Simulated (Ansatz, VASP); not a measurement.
# VSe2 in two plane-wave programs

Wanted: the spread between two codes on one cell, functional and k mesh. The cell comes out of the VASP series on this material, whose earlier steps may have relaxed, scaled or displaced it; both programs get it as it stands.

Method: plane waves, with VASP 6.6.1 beside it; single point at LDA, DFT+U, in Ansatz 0.2.0.

In doubt: warnings of the run leave room for a lower electronic state, so energies may not be the lowest and differences between runs may mislead.

## 1. Set-up

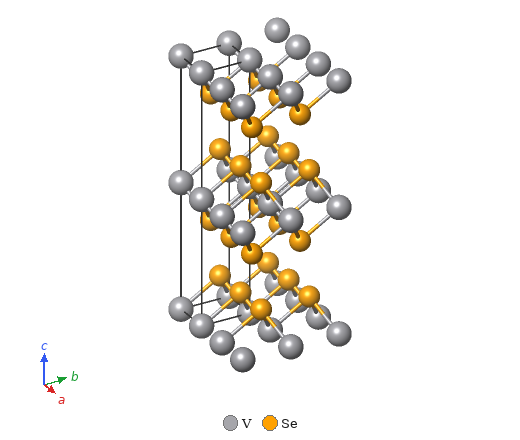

The cell as given, slightly off an axis (vanadium grey, selenium orange). 3×2×1 cells are drawn. Bonds to atoms that aren't drawn are left out. Some periodic images of atoms are drawn too.

## 2. VASP: single point, LDA, DFT+U

With cell and atoms fixed, the geometry can't cause a difference; cores, projectors, grids and the points listed under the comparison can.

Lines of VASP's logs that name or quote its potential files are left out, and so is its time.

The input, INCAR:

```
SYSTEM = VSe2
PREC = Accurate
ENCUT = 400
EDIFF = 1E-06
NELM = 100
ISMEAR = 0
SIGMA = 0.05
LREAL = .FALSE.
ALGO = Normal
GGA = CA
NBANDS = 34
ISPIN = 2
MAGMOM = 2 -2 0 0 0 0
LDAU = .TRUE.
LDAUTYPE = 2
LDAUL = 2 -1
LDAUU = 3 0
LDAUJ = 0 0
LDAUPRINT = 1
LASPH = .TRUE.
LMAXMIX = 4
LORBIT = 11
LWAVE = .FALSE.
LCHARG = .FALSE.
KPAR = 8
ISIF = 2
```

The input, POSCAR:

```
VSe2
1.0
    3.4263092216      0.0000000000      0.0000000000
   -1.7131546108      2.9672708271      0.0000000000
    0.0000000000      0.0000000000     12.6994155400
V Se
2 4
Direct
    0.0000000000      0.0000000000      0.0000000000
    0.0000000000      0.0000000000      0.5000000000
    0.6666666700      0.3333333300      0.3793645300
    0.6666666700      0.3333333300      0.8793645300
    0.3333333300      0.6666666700      0.1206354700
    0.3333333300      0.6666666700      0.6206354700
```

The input, KPOINTS:

```
Automatic mesh
0
Gamma
8 8 2
0 0 0
```

The projector-augmented-wave data sets are V_sv and Se (LDA family, release 64).

Command:

```bash
mpirun -np 8 vasp_std
```

Numbers of over 12 decimals in the logs are rounded to 6 here.

Output:

```text
[banner, memory and clock lines left out]
running    8 mpi-ranks, on    1 nodes
 distrk:  each k-point on    1 cores,    8 groups
 distr:  one band on    1 cores,    1 groups

 POSCAR found type information on POSCAR V Se
 POSCAR found :  2 types and       6 ions
|                                                                             |
|           W    W    AA    RRRRR   N    N  II  N    N   GGGG   !!!           |
|           W    W   A  A   R    R  NN   N  II  NN   N  G    G  !!!           |
|           W    W  A    A  R    R  N N  N  II  N N  N  G       !!!           |
|           W WW W  AAAAAA  RRRRR   N  N N  II  N  N N  G  GGG   !            |
|           WW  WW  A    A  R   R   N   NN  II  N   NN  G    G                |
|           W    W  A    A  R    R  N    N  II  N    N   GGGG   !!!           |
|                                                                             |
|     For optimal performance we recommend to set                             |
|       NCORE = 2 up to number-of-cores-per-socket                            |
|     NCORE specifies how many cores store one orbital (NPAR=cpu/NCORE).      |
|     This setting can greatly improve the performance of VASP for DFT.       |
|     The default, NCORE=1 might be grossly inefficient on modern             |
|     multi-core architectures or massively parallel machines. Do your        |
|     Unfortunately you need to use the default for GW and RPA                |
|     calculations (for HF NCORE is supported but not extensively tested      |
|     yet).                                                                   |
|                                                                             |

 LDA part: xc-table for (Slater(with rela. corr.)+CA(PZ))
 , standard interpolation
 POSCAR, INCAR and KPOINTS ok, starting setup
 FFT: planning ... GRIDC
 FFT: planning ... GRID_SOFT
 FFT: planning ... GRID
 WAVECAR not read
 entering main loop
       N       E                     dE             d eps       ncg     rms          rms(c)
DAV:   1     0.426947097902E+03    0.42695E+03   -0.22055E+04  3128   0.115E+03
DAV:   2    -0.370130494065E+01   -0.43065E+03   -0.41234E+03  3108   0.348E+02
DAV:   3    -0.399281501057E+02   -0.36227E+02   -0.34624E+02  3530   0.902E+01
DAV:   4    -0.409978848869E+02   -0.10697E+01   -0.10651E+01  3166   0.141E+01
DAV:   5    -0.410110610642E+02   -0.13176E-01   -0.13163E-01  3278   0.178E+00    0.294E+01
DAV:   6    -0.457442895637E+02   -0.47332E+01   -0.55673E+01  3168   0.613E+01    0.383E+01
DAV:   7    -0.370355084833E+02    0.87088E+01   -0.86408E+01  3210   0.757E+01    0.153E+01
DAV:   8    -0.352953072287E+02    0.17402E+01   -0.85490E+00  2872   0.149E+01    0.839E+00
DAV:   9    -0.346761661865E+02    0.61914E+00   -0.12962E+00  2964   0.796E+00    0.252E+00
DAV:  10    -0.346879075068E+02   -0.11741E-01   -0.38541E-01  2960   0.312E+00    0.117E+00
DAV:  11    -0.347022292109E+02   -0.14322E-01   -0.60089E-02  2914   0.138E+00    0.682E-01
DAV:  12    -0.347075464894E+02   -0.53173E-02   -0.83102E-03  2866   0.586E-01    0.388E-01
DAV:  13    -0.347116138555E+02   -0.40674E-02   -0.10084E-02  3002   0.574E-01    0.297E-01
DAV:  14    -0.347140147075E+02   -0.24009E-02   -0.62107E-03  2942   0.264E-01    0.275E-01
DAV:  15    -0.347153751189E+02   -0.13604E-02   -0.32976E-03  2878   0.198E-01    0.241E-01
DAV:  16    -0.347163196984E+02   -0.94458E-03   -0.10250E-02  3092   0.425E-01    0.119E-01
DAV:  17    -0.347163988057E+02   -0.79107E-04   -0.80093E-04  3084   0.170E-01    0.405E-02
DAV:  18    -0.347164322274E+02   -0.33422E-04   -0.69419E-05  3120   0.529E-02    0.303E-02
DAV:  19    -0.347164406078E+02   -0.83805E-05   -0.43651E-05  3052   0.220E-02    0.229E-02
DAV:  20    -0.347164363130E+02    0.42948E-05   -0.14654E-05  2838   0.307E-02    0.568E-03
DAV:  21    -0.347164368860E+02   -0.57299E-06   -0.44236E-06  1952   0.880E-03
   1 F= -.34716437E+02 E0= -.34715156E+02  d E =-.256119E-02  mag=     0.0000
```

Parts of OUTCAR (step 2):

```text
ion  position               nearest neighbor table
   1  0.000  0.000  0.000-   4 2.50   5 2.50   5 2.50   4 2.50   4 2.50   5 2.50
   2  0.000  0.000  0.500-   3 2.50   6 2.50   6 2.50   3 2.50   3 2.50   6 2.50
   3  0.667  0.333  0.379-   2 2.50   2 2.50   2 2.50
   4  0.667  0.333  0.879-   1 2.50   1 2.50   1 2.50
   5  0.333  0.667  0.121-   1 2.50   1 2.50   1 2.50
   6  0.333  0.667  0.621-   2 2.50   2 2.50   2 2.50

  LATTYP: Found a hexagonal cell.
 ALAT       =     3.4263092216
 C/A-ratio  =     3.7064417479

 Subroutine GETGRP returns: Found 12 space group operations
 (whereof 12 operations were pure point group operations)

The static configuration has the point symmetry D_3d.

 Found     20 irreducible k-points:

   k-points           NKPTS =     20   k-points in BZ     NKDIM =     20   number of bands    NBANDS=     34

   dimension x,y,z NGX =    24 NGY =   24 NGZ =   84
   dimension x,y,z NGXF=    48 NGYF=   48 NGZF=  168

   ENCUT  =  400.0 eV  29.40 Ry    5.42 a.u.   5.59  5.59 20.71*2*pi/ulx,y,z

   NELECT =      50.0000    total number of electrons

 k-points in reciprocal lattice and weights: Automatic mesh
   0.00000000  0.00000000  0.00000000       0.008
   0.12500000  0.00000000  0.00000000       0.047
   0.25000000  0.00000000  0.00000000       0.047
   0.37500000  0.00000000  0.00000000       0.047
   0.50000000  0.00000000  0.00000000       0.023
   0.12500000  0.12500000  0.00000000       0.047
   0.25000000  0.12500000  0.00000000       0.094
   0.37500000  0.12500000  0.00000000       0.094
   0.25000000  0.25000000  0.00000000       0.047
[...]
0.25000000  0.25000000  0.50000000       0.047
   0.37500000  0.25000000  0.50000000       0.047

atom =   1  type =  1  l = 2

 onsite density matrix

spin component  1

  0.2780 -0.0000  0.0000 -0.0362 -0.0000
 -0.0000  0.4032  0.0000 -0.0000 -0.0362
  0.0000  0.0000  0.7454  0.0000 -0.0000
 -0.0362 -0.0000  0.0000  0.4032  0.0000
 -0.0000 -0.0362 -0.0000  0.0000  0.2780

spin component  2

  0.1682 -0.0000  0.0000 -0.0929 -0.0000
 -0.0000  0.2323  0.0000 -0.0000 -0.0929
  0.0000  0.0000  0.0630 -0.0000 -0.0000
 -0.0929 -0.0000 -0.0000  0.2323  0.0000
 -0.0000 -0.0929 -0.0000  0.0000  0.1682

 occupancies and eigenvectors

  o =  0.0630  v =  0.0000  0.0000  0.0000  0.0000  0.0000  0.0000 -0.0000 -1.0000  0.0000 -0.0000      0.0000  0.0000  0.0000  0.0000  0.0000  0.0000  0.0000  0.0000  0.0000  0.0000
  o =  0.1020  v =  0.0000  0.0000  0.0000  0.0000  0.0000  0.0000 -0.5806  0.0000  0.0000 -0.8142      0.0000  0.0000  0.0000  0.0000  0.0000  0.0000  0.0000  0.0000  0.0000  0.0000
  o =  0.1020  v =  0.0000  0.0000  0.0000  0.0000  0.0000  0.8142  0.0000 -0.0000  0.5806  0.0000      0.0000  0.0000  0.0000  0.0000  0.0000  0.0000  0.0000  0.0000  0.0000  0.0000
  o =  0.2683  v =  0.0000  0.2595  0.0000  0.0000  0.9657  0.0000  0.0000  0.0000  0.0000  0.0000      0.0000  0.0000  0.0000  0.0000  0.0000  0.0000  0.0000  0.0000  0.0000  0.0000
  o =  0.2683  v =  0.9657 -0.0000 -0.0000  0.2595 -0.0000  0.0000  0.0000  0.0000  0.0000  0.0000      0.0000  0.0000  0.0000  0.0000  0.0000  0.0000  0.0000  0.0000  0.0000  0.0000
  o =  0.2985  v =  0.0000  0.0000  0.0000  0.0000  0.0000 -0.0000 -0.8142 -0.0000  0.0000  0.5806      0.0000  0.0000  0.0000  0.0000  0.0000  0.0000  0.0000  0.0000  0.0000  0.0000
  o =  0.2985  v =  0.0000  0.0000  0.0000  0.0000  0.0000 -0.5806  0.0000  0.0000  0.8142 -0.0000      0.0000  0.0000  0.0000  0.0000  0.0000  0.0000  0.0000  0.0000  0.0000  0.0000
  o =  0.4129  v =  0.0000 -0.9657  0.0000 -0.0000  0.2595  0.0000  0.0000  0.0000  0.0000  0.0000      0.0000  0.0000  0.0000  0.0000  0.0000  0.0000  0.0000  0.0000  0.0000  0.0000
  o =  0.4129  v =  0.2595  0.0000 -0.0000 -0.9657 -0.0000  0.0000  0.0000  0.0000  0.0000  0.0000      0.0000  0.0000  0.0000  0.0000  0.0000  0.0000  0.0000  0.0000  0.0000  0.0000
  o =  0.7454  v =  0.0000  0.0000  1.0000  0.0000 -0.0000  0.0000  0.0000  0.0000  0.0000  0.0000      0.0000  0.0000  0.0000  0.0000  0.0000  0.0000  0.0000  0.0000  0.0000  0.0000

atom =   2  type =  1  l = 2

 onsite density matrix

spin component  1

  0.1682 -0.0000  0.0000 -0.0929 -0.0000
 -0.0000  0.2323  0.0000 -0.0000 -0.0929
  0.0000  0.0000  0.0630  0.0000 -0.0000
 -0.0929 -0.0000  0.0000  0.2323  0.0000
 -0.0000 -0.0929 -0.0000  0.0000  0.1682

spin component  2

  0.2780 -0.0000  0.0000 -0.0362 -0.0000
 -0.0000  0.4032  0.0000 -0.0000 -0.0362
  0.0000  0.0000  0.7454  0.0000 -0.0000
 -0.0362 -0.0000  0.0000  0.4032  0.0000
[...]
o =  0.1020  v =  0.0000  0.5806 -0.0000 -0.0000  0.8142  0.0000  0.0000  0.0000  0.0000  0.0000      0.0000  0.0000  0.0000  0.0000  0.0000  0.0000  0.0000  0.0000  0.0000  0.0000
  o =  0.1020  v = -0.8142 -0.0000  0.0000 -0.5806 -0.0000  0.0000  0.0000  0.0000  0.0000  0.0000      0.0000  0.0000  0.0000  0.0000  0.0000  0.0000  0.0000  0.0000  0.0000  0.0000
  o =  0.2683  v =  0.0000  0.0000  0.0000  0.0000  0.0000  0.0000  0.2595  0.0000  0.0000  0.9657      0.0000  0.0000  0.0000  0.0000  0.0000  0.0000  0.0000  0.0000  0.0000  0.0000
  o =  0.2683  v =  0.0000  0.0000  0.0000  0.0000  0.0000  0.9657 -0.0000 -0.0000  0.2595 -0.0000      0.0000  0.0000  0.0000  0.0000  0.0000  0.0000  0.0000  0.0000  0.0000  0.0000
  o =  0.2985  v =  0.0000  0.8142  0.0000 -0.0000 -0.5806  0.0000  0.0000  0.0000  0.0000  0.0000      0.0000  0.0000  0.0000  0.0000  0.0000  0.0000  0.0000  0.0000  0.0000  0.0000
  o =  0.2985  v =  0.5806 -0.0000  0.0000 -0.8142 -0.0000  0.0000  0.0000  0.0000  0.0000  0.0000      0.0000  0.0000  0.0000  0.0000  0.0000  0.0000  0.0000  0.0000  0.0000  0.0000
  o =  0.4129  v =  0.0000  0.0000  0.0000  0.0000  0.0000  0.0000 -0.9657  0.0000 -0.0000  0.2595      0.0000  0.0000  0.0000  0.0000  0.0000  0.0000  0.0000  0.0000  0.0000  0.0000
  o =  0.4129  v =  0.0000  0.0000  0.0000  0.0000  0.0000  0.2595  0.0000  0.0000 -0.9657 -0.0000      0.0000  0.0000  0.0000  0.0000  0.0000  0.0000  0.0000  0.0000  0.0000  0.0000
  o =  0.7454  v =  0.0000  0.0000  0.0000  0.0000  0.0000  0.0000  0.0000  1.0000  0.0000 -0.0000      0.0000  0.0000  0.0000  0.0000  0.0000  0.0000  0.0000  0.0000  0.0000  0.0000

 average (electrostatic) potential at core
       1 -77.0399       2 -77.0399       3 -59.6367       4 -59.6367       5 -59.6367
       6 -59.6367

 E-fermi :   4.8198

 spin component 1
 k-point     1 :       0.0000    0.0000    0.0000
  band No.  band energies     occupation
    ...
     19       2.4723      1.00000
     20       3.6739      1.00000
     21       4.1317      1.00000
     22       4.1317      1.00000
     23       4.1722      1.00000
     24       5.1621      0.00000
     25       5.1621      0.00000
     26       5.3034      0.00000
     27       5.3034      0.00000
     28       5.5311      0.00000
    ...

 k-point     2 :       0.1250    0.0000    0.0000
  band No.  band energies     occupation
    ...
     21       3.6973      1.00000
     22       3.7973      1.00000
     23       3.8378      1.00000
     24       4.2950      1.00000
     25       4.4739      1.00000
     26       5.0487      0.00000
     27       5.4582      0.00000
     28       5.6706      0.00000
     29       6.1058      0.00000
     30       6.6532      0.00000
    ...

 k-point     3 :       0.2500    0.0000    0.0000
  band No.  band energies     occupation
    ...
     21       2.9925      1.00000
     22       3.4152      1.00000
     23       3.6044      1.00000
     24       3.7616      1.00000
     25       3.8091      1.00000
     26       4.9231      0.00175
     27       5.3731      0.00000
     28       5.4136      0.00000
     29       6.3203      0.00000
     30       6.3269      0.00000
    ...

 k-point     4 :       0.3750    0.0000    0.0000
  band No.  band energies     occupation
    ...
     21       2.6410      1.00000
     22       2.7882      1.00000
     23       3.3658      1.00000
     24       3.4972      1.00000
     25       3.5344      1.00000
     26       4.8329      0.35526
     27       5.0905      0.00000
     28       5.1348      0.00000
     29       6.2287      0.00000
     30       6.8000      0.00000
    ...

 k-point     5 :       0.5000    0.0000    0.0000
  band No.  band energies     occupation
    ...
     21       2.3540      1.00000
     22       2.9641      1.00000
     23       3.2899      1.00000
     24       3.3559      1.00000
     25       3.5601      1.00000
     26       4.8250      0.44125
     27       4.9133      0.00410
     28       5.0358      0.00000
     29       6.1786      0.00000
     30       7.1177      0.00000
    ...

 k-point     6 :       0.1250    0.1250    0.0000
  band No.  band energies     occupation
    ...
     21       2.8745      1.00000
     22       3.1523      1.00000
     23       3.5235      1.00000
     24       3.8953      1.00000
     25       4.0828      1.00000
     26       5.0364      0.00000
     27       5.3562      0.00000
     28       5.7806      0.00000
     29       6.0758      0.00000
     30       6.7349      0.00000
    ...

  Total       -2.8202110     -2.8202110     -2.9131348     -0.0000000     -0.0000000     -0.0000000
  in kB      -34.9965072    -34.9965072    -36.1496154     -0.0000000     -0.0000000     -0.0000000
  external PRESSURE =     -35.3808766 kB  Pullay stress =       0.0000000 kB

  energy-cutoff  :      400.00
  volume of cell :      129.11
      direct lattice vectors                 reciprocal lattice vectors
     3.426309222  0.000000000  0.000000000     0.291859238  0.168505010  0.000000000
    -1.713154611  2.967270827  0.000000000     0.000000000  0.337010020  0.000000000
     0.000000000  0.000000000 12.699415540     0.000000000  0.000000000  0.078743781

 POSITION                                       TOTAL-FORCE (eV/Angst)
 -----------------------------------------------------------------------------------
      0.00000      0.00000      0.00000        -0.000000     -0.000000      0.000000
      0.00000      0.00000      6.34971        -0.000000     -0.000000     -0.000000
      1.71315      0.98909      4.81771        -0.000000     -0.000000      0.202972
      1.71315      0.98909     11.16742        -0.000000     -0.000000      0.202972
     -0.00000      1.97818      1.53200         0.000000      0.000000     -0.202972
     -0.00000      1.97818      7.88171         0.000000      0.000000     -0.202972
 -----------------------------------------------------------------------------------
    total drift:                                0.000000      0.000000      0.000000

  FREE ENERGIE OF THE ION-ELECTRON SYSTEM (eV)
  ---------------------------------------------------
  free  energy   TOTEN  =       -34.7164368860 eV

  energy  without entropy=      -34.7138756923  energy(sigma->0) =      -34.71515629

 total charge
# of ion       s       p       d       tot
------------------------------------------
    1        2.251   6.216   2.946  11.413
    2        2.251   6.216   2.946  11.413
    3        1.481   2.332   0.042   3.855
    4        1.481   2.332   0.042   3.855
    5        1.481   2.332   0.042   3.855
    6        1.481   2.332   0.042   3.855
--------------------------------------------------
tot         10.426  21.761   6.060  38.246

 magnetization (x)
# of ion       s       p       d       tot
------------------------------------------
    1        0.014   0.005   1.239   1.258
    2       -0.014  -0.005  -1.239  -1.258
    3        0.002   0.116  -0.006   0.112
    4       -0.002  -0.116   0.006  -0.112
    5       -0.002  -0.116   0.006  -0.112
    6        0.002   0.116  -0.006   0.112
--------------------------------------------------
tot          0.000   0.000   0.000   0.000

[... 1 further part left out ...]
```

The run ends at a pressure of -3.54 GPa, with forces up to 0.20 eV/Å.

(Part 1 of 2 ends here.)

[Lines on the potential files, build, host, timing and source positions are cut from VASP's logs without a mark.]

[Logs are printed without paths, hosts, clocks, repeated set-up lines and the standing remarks that a program may print on its own settings, such as how far it seeks lower states.]

[Hosts, paths, dates, database ids (printed as entryN), source tags and the programs' standing remarks are cut or masked in the printed files.]
